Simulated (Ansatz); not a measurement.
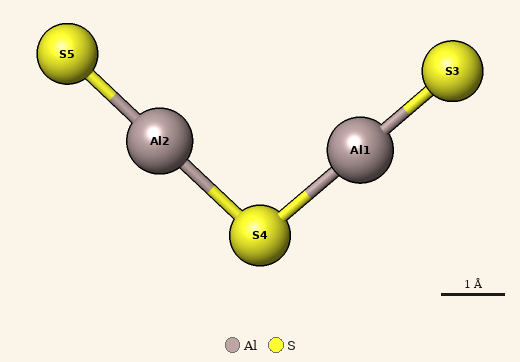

**Figure 1.** The input geometry of run 1 (ball-and-stick view, seen at a tilt; atoms are numbered from 1 in the order of the input). Sticks mark near contacts.

# Al$_{2}$S$_{3}$: one change and its effect

System: Al$_{2}$S$_{3}$, multiplicity 5.
Method of run 1: UKS PBE-D4/def2-SVP (Ansatz 0.2.0).

The geometry: PBE-D4/def2-SVP start. Text and figures count atoms from 1; the logs count them from 0 in places.

Input file, run 1:
```yaml
crystal:
  periodic: [false, false, false]
  atoms:
    - {symbol: Al, position_ang: [-1.427279, 0.773597, -0.178159]}
    - {symbol: Al, position_ang: [1.302595, -0.945139, -0.277898]}
    - {symbol: S, position_ang: [-2.343509, 2.031536, 1.110117]}
    - {symbol: S, position_ang: [-0.429860, -0.591477, -1.572594]}
    - {symbol: S, position_ang: [2.898054, -1.268527, 0.918544]}
basis:
  gaussian: {orbitals: def2-SVP}
magnetization: {spin_polarized: true, initial_magnetization: 4}
hamiltonian: {xc: pbe, dispersion: d4}
scf: {lower_state_search: "off"}
output: {orbitals: {seedname: orbitals}}
relax: {f_tol: 0.02, max_steps: 100}
```

Launched with:
```bash
ansatz run in.yaml --threads 4 --pin off --events-out ev --progress --plain --max-ram 4787MiB
```

Hardware: 4 threads of Arm Neoverse V1, 23 GiB of memory available, shared host.

Output, shortened to warnings, some set-up lines, iterations and results (run 1):
```
[...]
mean field evaluation 1: about -45660.7730 eV, gradient 1.5e1 eV
mean field evaluation 2: about -45651.8204 eV, gradient 3.4e1 eV
mean field evaluation 4: about -45646.2954 eV, gradient 3.2e1 eV
mean field evaluation 8: about -45662.1976 eV, gradient 8.4e-1 eV
mean field evaluation 16: about -45662.2325 eV, gradient 6.2e-4 eV
[... 29 lines ...]
relax step  23: F+E_penalty+E_count = -45665.57338105 eV  Δ(F+E_penalty+E_count) = -5.609e-3 eV  max|allowed force component| = 7.508e-2 eV/Å  Δτ_max = 0.0956 Å  (29 SCF …
relax step  24: F+E_penalty+E_count = -45665.57514923 eV  Δ(F+E_penalty+E_count) = -1.768e-3 eV  max|allowed force component| = 3.044e-2 eV/Å  Δτ_max = 0.0363 Å  (29 SCF …
relax step  25: F+E_penalty+E_count = -45665.57512479 eV  Δ(F+E_penalty+E_count) = +2.445e-5 eV  max|allowed force component| = 2.254e-2 eV/Å  Δτ_max = 0.0154 Å  (27 SCF …
mean field evaluation 256: about -45665.3231 eV, gradient 2.9e-6 eV
relax step  26: F+E_penalty+E_count = -45665.57534099 eV  Δ(F+E_penalty+E_count) = -1.918e-4 eV  max|allowed force component| = 2.007e-3 eV/Å  Δτ_max = 0.0075 Å  (26 SCF …
Total energy: -45665.57537641 eV, -1678.1789418445 hartree
Atom 0 at    -1.252002     1.224666    -1.034219 Å, force    -0.001195     0.001064    -0.001032 eV/Å
Atom 1 at     0.767302     0.074330     0.074727 Å, force     0.001592    -0.000528     0.001756 eV/Å
Atom 2 at    -1.180764     0.682868     1.212796 Å, force     0.000745    -0.000268     0.000238 eV/Å
Atom 3 at    -0.767649    -1.020224    -1.305722 Å, force     0.000864    -0.000714     0.000311 eV/Å
Atom 4 at     2.433114    -0.961651     1.052427 Å, force    -0.002007     0.000446    -0.001274 eV/Å
Dipole moment:    -0.168149     0.359231    -0.271250 e Å
Checks for a lower state left out: stability, starts, cluster_reference, orbital_swaps, neighbouring_geometries, increment
```

Run 2 used a changed input.

The two runs side by side:

| quantity | run 1 | run 2 |
| --- | --- | --- |
| outcome | converged | converged |
| total energy (hartree) | −1678.178942 | −1678.228067 |
| HOMO (eV) | −4.47 | −5.92 |
| LUMO (eV) | −5.85 | −6.30 |
| dipole moment (D) | 2.31 | 0.37 |
| ⟨S²⟩ | 6.006 | 2.004 |
| largest force (eV/Å) | 0.002 | 0.022 |
| basis functions | 90 | 90 |
| wall time (shared host) | 34 s | 9.5 s |

What was changed in the input?

The change (lines with − go, lines with + come):
```diff
-magnetization: {spin_polarized: true, initial_magnetization: 4}
+magnetization: {spin_polarized: true, initial_magnetization: 2}
```

With the same method and basis, run 2 lies 30.8 kcal/mol lower. The HOMO goes from −4.47 to −5.92 eV. The LUMO goes from −5.85 to −6.30 eV. The dipole moment goes from 2.31 to 0.37 D. On the same kind of shared host run 2 took about 0.28 times as long.

Output, shortened to warnings, some set-up lines, iterations and results (run 2):
```
[...]
mean field evaluation 1: about -45662.4962 eV, gradient 2.1e1 eV
mean field evaluation 2: about -45642.0723 eV, gradient 5.6e1 eV
mean field evaluation 4: about -45663.1220 eV, gradient 1.4e1 eV
mean field evaluation 8: about -45663.3194 eV, gradient 1.2e1 eV
mean field evaluation 16: about -45665.4970 eV, gradient 8.6e-5 eV
[... 5 lines ...]
relax step   5: F+E_penalty+E_count = -45666.88710195 eV  Δ(F+E_penalty+E_count) = -2.606e-1 eV  max|allowed force component| = 2.876e-1 eV/Å  Δτ_max = 0.1977 Å  (29 SCF …
mean field evaluation 64: about -45666.7103 eV, gradient 2.5e-3 eV
relax step   6: F+E_penalty+E_count = -45666.90758556 eV  Δ(F+E_penalty+E_count) = -2.048e-2 eV  max|allowed force component| = 1.223e-1 eV/Å  Δτ_max = 0.1001 Å  (24 SCF …
relax step   7: F+E_penalty+E_count = -45666.91200458 eV  Δ(F+E_penalty+E_count) = -4.419e-3 eV  max|allowed force component| = 3.654e-2 eV/Å  Δτ_max = 0.0694 Å  (22 SCF …
relax step   8: F+E_penalty+E_count = -45666.91211013 eV  Δ(F+E_penalty+E_count) = -1.056e-4 eV  max|allowed force component| = 1.859e-2 eV/Å  Δτ_max = 0.0028 Å  (27 SCF …
Total energy: -45666.91214563 eV, -1678.2280672070 hartree
Atom 0 at    -1.067004     0.713042     0.115001 Å, force     0.012268    -0.014077    -0.012134 eV/Å
Atom 1 at     1.108144    -0.656436     0.035515 Å, force    -0.018592     0.005369    -0.011014 eV/Å
Atom 2 at    -2.573150     2.009360     0.811304 Å, force    -0.007510     0.006481     0.003496 eV/Å
Atom 3 at    -0.429382    -0.590815    -1.570837 Å, force     0.004581     0.006306     0.016765 eV/Å
Atom 4 at     2.961393    -1.475161     0.609027 Å, force     0.009254    -0.004080     0.002887 eV/Å
Dipole moment:    -0.018839    -0.025922    -0.068921 e Å
Checks for a lower state left out: stability, starts, cluster_reference, orbital_swaps, neighbouring_geometries, increment
```
